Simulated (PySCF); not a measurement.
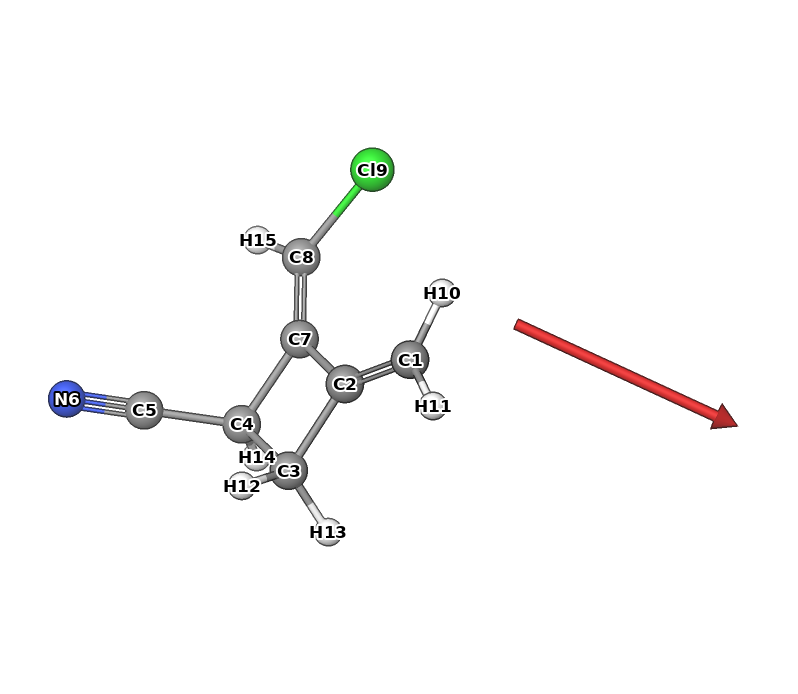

The arrow beside the molecule shows the direction of the dipole moment, from the negative to the positive end (its length means nothing). Computed geometry: GFN2-xTB optimisation. No frequency run is at hand to confirm it as a minimum. Method: PBE0/pcSseg-1, gas phase (PySCF 2.14.0).

Question: Estimate the dipole moment.

Answer: 3.63 D; it points from the side of N6 to the side of H11 (the outermost atoms at the two ends).
